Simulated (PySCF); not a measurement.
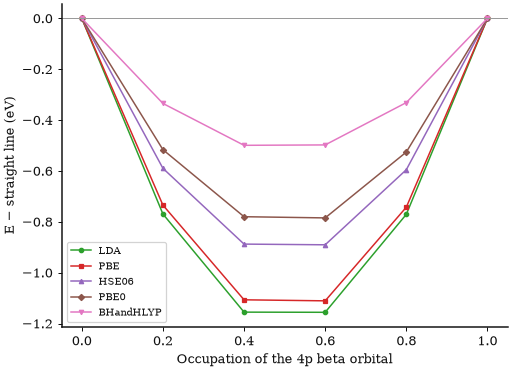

One 4p beta orbital of neutral bromine ([Ar] 3d¹⁰ 4s² 4p⁵) is emptied in steps. The plot gives the energy less the straight line between the integer ends. PySCF, def2-SVP, non-relativistic, unrestricted single determinants, no spin-orbit coupling.

What do the curves say about each method?

Answer. LDA: convex (delocalisation error), largest departure −1.2 eV, removal energy 12.05 eV; PBE: convex (delocalisation error), largest departure −1.1 eV, removal energy 11.78 eV; HSE06: convex (delocalisation error), largest departure −0.89 eV, removal energy 11.85 eV; PBE0: convex (delocalisation error), largest departure −0.78 eV, removal energy 11.83 eV; BHandHLYP: convex (delocalisation error), largest departure −0.50 eV, removal energy 11.78 eV. The measured removal energy is 11.81 eV. The exact energy is a straight line between whole electron numbers.
